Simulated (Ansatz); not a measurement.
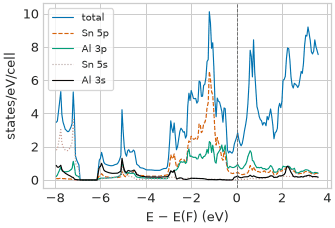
*Total and projected density of states of Ba3Al2Sn2 in space group Immm (No. 71; Al on 4j, Sn on 4i, Ba on 2b, Ba on 4i), plane-wave PAW r²SCAN (Ansatz code)*

Task: Which orbitals carry the states next to the Fermi level?

Result: Within 0.5 eV of the Fermi level: Al 3p 36 %, Sn 5p 19 %, Ba 6s 5 %, outside the projected shells 33 %. Projections are on Löwdin-orthogonalised atomic valence shells; empty p or d shells of many metals are not among them.

Task: Where is the tallest occupied peak in this window, and what makes it?

Result: Near -1.2 eV, about 10 states/eV per cell; the largest projected share is Sn 5p.

The workflow started from an entry of the Crystallography Open Database (COD). Whether it is the stable phase at ambient conditions was not checked. The cell was relaxed with r²SCAN under the symmetry of its start; whether a distortion lowers the energy is not shown. Scalar-relativistic: spin–orbit coupling is off unless named, which matters more the heavier the elements.

Potentials: the later of the program's two PAW sets.
